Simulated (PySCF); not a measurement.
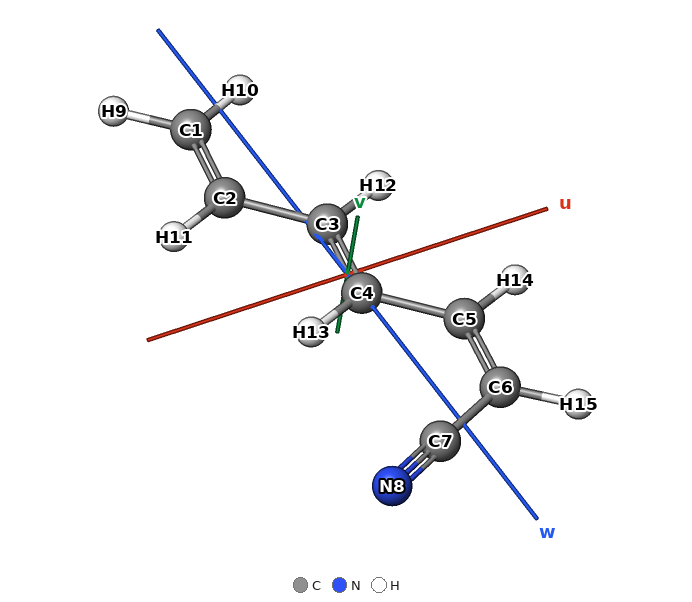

The lines u, v and w are the principal axes of the static dipole polarisability. The computed structure is the end point of a GFN2-xTB optimisation. No frequency run is at hand to confirm it as a minimum. Computed with PBE0/def2-SVPD (PySCF 2.14.0).

### Along which axis is the molecule most polarisable, and along which least?

Most along w (in the molecular plane, nearly parallel to the C5–C6 bond), least along v (normal to the molecular plane).

### Give the three principal values.

u 83.5, v 53.4, w 199.4 bohr³; mean 112.1, anisotropy 133.5 bohr³.
